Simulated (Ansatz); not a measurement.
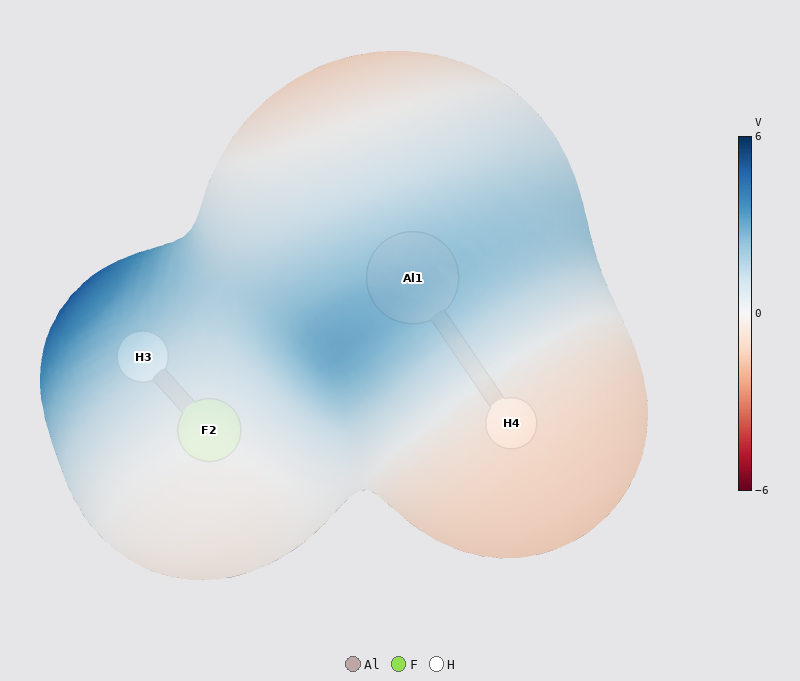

The picture shows: AlH···HF. The molecular electrostatic potential painted on the density surface at 0.004 e/bohr³, seen at a tilt; red is negative and blue positive.

The calculation used RKS B3LYP/def2-SVP (Ansatz).

Where is the surface potential most negative and most positive?

The most negative region (about −1.2 V) lies over H4, the most positive (about +5.0 V) over H3.
